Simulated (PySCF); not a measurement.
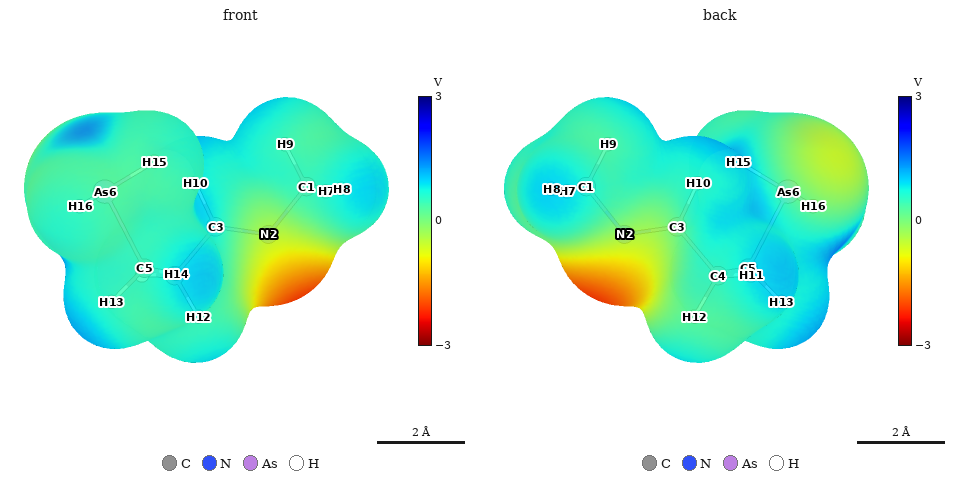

Figure 1: C₄H₁₀AsN. The electrostatic potential painted on the density surface at 0.004 e/bohr³, seen from the front and from behind; red is negative and blue positive.

Geometry: GFN2-xTB.

Theory: CAM-B3LYP/def2-SVPD, SCF density, gas phase in PySCF 2.14.0.

```xyz
16

C     2.7617    0.5322    0.4243
N     1.7083   -0.4239    0.5385
C     0.6356   -0.2831   -0.0859
C    -0.4893   -1.2502    0.0194
C    -1.7624   -0.5491    0.4960
As   -2.2501    1.0114   -0.6454
H     3.6427    0.0248    0.0297
H     3.0054    0.8905    1.4250
H     2.5109    1.3855   -0.2219
H     0.4352    0.5830   -0.7557
H    -0.6678   -1.6737   -0.9759
H    -0.2101   -2.0589    0.6976
H    -2.5934   -1.2604    0.4576
H    -1.6449   -0.2315    1.5341
H    -1.5657    2.0404    0.2105
H    -3.5236    1.2720    0.1080
```

Describe the electrostatic potential map.

Answer. The most negative region (about −2.0 V) lies over N2, the most positive (about +1.4 V) over As6. N2 is the likeliest acceptor of a hydrogen bond.

How polar is the molecule by this calculation?

Answer. Its dipole moment is 0.61 D.
